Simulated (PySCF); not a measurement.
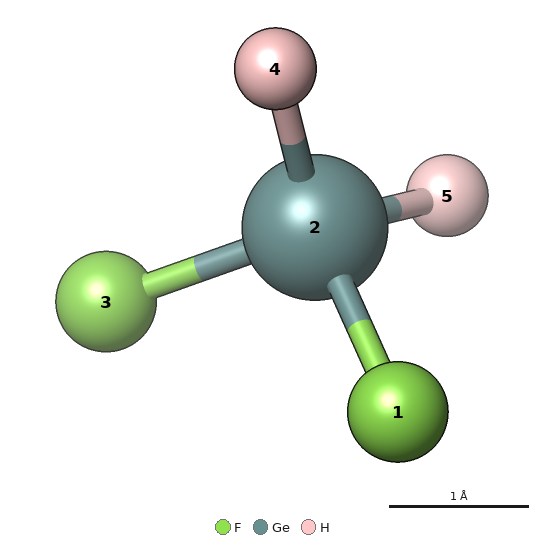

Orthographic view. Distant atoms are faded towards the background colour. Computed geometry: PBE0-D3(BJ)/def2-SVP optimisation. No frequency run is at hand to confirm it as a minimum.

Write a Z-matrix (Å, degrees) in the order of the atom numbers, with these reference atoms: 2 to 1; 3 to 2, 1; 4 to 2, 3, 1; 5 to 2, 4, 3.

```
F  
Ge   1   1.729
F    2   1.729   1   105.3
H    2   1.528   3   107.9   1  -114.9
H    2   1.529   4   119.3   3   123.4
```
